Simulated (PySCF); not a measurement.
# SnCl2 (SMILES [Cl][Sn][Cl]) at HF/def2-SVP (core potential)

What is the vertical singlet–triplet gap of SnCl2 at HF/def2-SVP (core potential)? The job is set up through a Python script.

The calculation is run with PySCF 2.14.0.

### Step 1. The system as given

SnCl2: 3 atoms, total charge 0, spin state singlet. SMILES: `[Cl][Sn][Cl]`. The shape is that of a PBE0-D4/def2-TZVP optimisation.

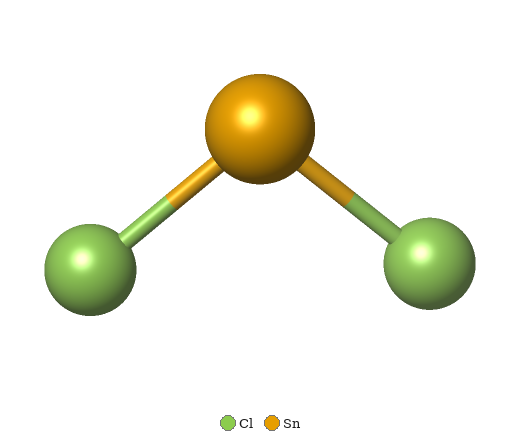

Viewed from a chosen angle; chlorine green, tin amber.

### Step 2. A single-point energy at HF/def2-SVP (core potential)

Input file run.py:

```python
# [Cl][Sn][Cl]
from pyscf import gto, scf

system = gto.Mole()
system.atom = '''
Cl     2.181122     2.306789     1.428633
Sn    -1.505923     0.980579    -0.711671
Cl    -0.695797    -3.410011    -0.741906
'''
system.unit = 'bohr'
system.ecp = {'Sn': 'def2-svp'}
system.verbose = 3
system.max_memory = 1860
system.basis = 'def2-svp'
system.charge = 0
system.build()

myscf = scf.RHF(system)
myscf.conv_tol = 1e-10
myscf.kernel()
if not myscf.converged:
    myscf = myscf.newton().run(myscf.mo_coeff, myscf.mo_occ)

e_tot = myscf.e_tot
print('E = %.10f Eh' % e_tot)
```

Run with:

```bash
$ OMP_NUM_THREADS=1 python run.py
```

Log:

```text
converged SCF energy = -1132.1694502353
E = -1132.1694502353 Eh
```

Wall time 1 s (1 thread of Arm Neoverse V1, shared host); peak memory 0.12 GiB.

### Step 3. The triplet, same level

Input file job.py:

```python
from pyscf import gto

system = gto.M(
    atom=[
    ('Cl', (1.154200, 1.220700, 0.756000)),
    ('Sn', (-0.796900, 0.518900, -0.376600)),
    ('Cl', (-0.368200, -1.804500, -0.392600)),
],
    verbose=3,
    basis='def2-svp',
    charge=0,
    max_memory=1860,
    ecp={'Sn': 'def2-svp'},
    spin=2,
)

hf = system.UHF()
hf.conv_tol = 1e-10
hf.kernel()
if not hf.converged:
    hf = hf.newton().run(hf.mo_coeff, hf.mo_occ)

e_tot = hf.e_tot
print(f'total energy: {e_tot:.8f} hartree')
```

Run with:

```bash
$ OMP_NUM_THREADS=1 python job.py
```

Log:

```text
WARN: HOMO -0.610694555018846 >= LUMO -0.758777578171472

WARN: HOMO -0.0295820940724454 >= LUMO -0.11637101669357

converged SCF energy = -1132.08599606457  <S^2> = 2.0124292  2S+1 = 3.0082747
total energy: -1132.08599606 hartree
```

Wall time 1.4 s (1 thread of Arm Neoverse V1, shared host); peak memory 0.13 GiB.

### Step 4. Summary of results

Level: HF/def2-SVP (core potential).

```
                                        quantity           value
                           singlet: total energy  -1132.16945 Eh
                          singlet: dipole moment          3.50 D
                            singlet: HOMO energy       -10.11 eV
                            singlet: LUMO energy        -0.27 eV
                          singlet: HOMO–LUMO gap         9.83 eV
                           triplet: total energy  -1132.08600 Eh
                          triplet: dipole moment          3.74 D
     triplet: HOMO energy (highest over α and β)        -7.85 eV
      triplet: LUMO energy (lowest over α and β)        -2.25 eV
                                   triplet: ⟨S²⟩           2.012
vertical energy of the triplet above the singlet        2.271 eV
```

At this shape the triplet lies 2.27 eV (52 kcal/mol) above the singlet.
